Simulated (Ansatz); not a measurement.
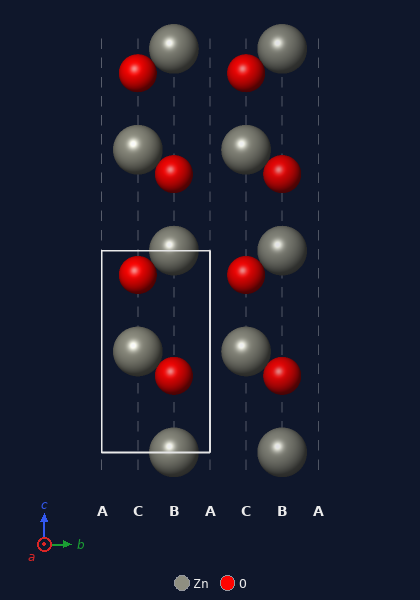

The picture looks along a close-packed row of the hexagonal mesh; c points upwards. The dashed lines mark the three columns A (0, 0), B (1/3, 2/3) and C (2/3, 1/3). The sequence starts with the first layer at or above the cell's origin.

The compound is ZnO (space group P6_3mc, No. 186), taken as the geometry relaxed with DFT PBE, scalar-relativistic, plane waves, PAW in Ansatz.

> Give the sequence of layers in one repeat, with element and column.

Zn(B) – O(B) – Zn(C) – O(C) (four layers in 5.29 Å).

> How are the O layers alone stacked?

O layers alone: BC, the hexagonal close-packed type.

> Which positions between or in the O layers do the other atoms fill?

Zn: two tetrahedral sites (per hexagonal cell).

> What short polytype symbol fits?

Polytype symbol 2H, the symbol of a tetrahedral polytype (number of double layers in the repeat and lattice).
